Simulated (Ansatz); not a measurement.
Band structure of AlNi (Pm-3m, 2 atoms in the cell).

```xyz
2
Lattice="2.8669 0.0000 0.0000 0.0000 2.8669 0.0000 0.0000 0.0000 2.8669" Properties=species:S:1:pos:R:3 pbc="T T T"
Al     1.4334     1.4334     1.4334
Ni     0.0000     0.0000     0.0000
```

Method: PBE (plane waves, PAW; Ansatz, a program for electronic structure).

Settings: basis.ecutwfc = 30.9 Ry; kpoints.mp_grid.grid = 11 11 11; hamiltonian.xc = pbe; hamiltonian.pseudopotentials = {kind: paw} (the program's default PAW files); scf.occupations.method = gaussian; scf.occupations.width = 0.01 Ry; kpoints.band_path.npoints = 8.

The starting cell comes from a database of computed structures (which also holds hypothetical and non-ambient phases and stackings), without a prior relaxation at this level. Its lattice was rescaled by a random factor within 2.5 % of one. Spin polarisation is off.

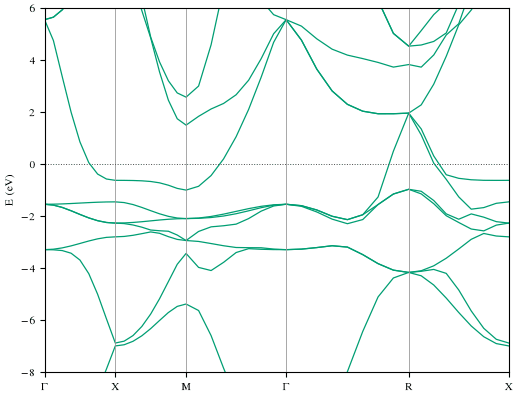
Fig. 1. Bands along the path, energies from the Fermi level.

Levels in eV from the Fermi level, bands 7 to 14:
```tsv
point	7	8	9	10	11	12	13	14
Γ	-3.30	-1.55	-1.55	-1.55	5.55	5.55	5.55	8.14
X	-2.80	-2.27	-2.27	-1.46	-0.63	8.24	10.04	10.04
M	-2.94	-2.94	-2.10	-2.10	-1.01	1.49	2.57	12.42
R	-4.17	-0.97	-0.97	1.95	1.95	1.95	3.82	4.53
```

Bands cross the Fermi level along this path, so the cell is metallic at this level.

Keys are those of Ansatz 0.2.
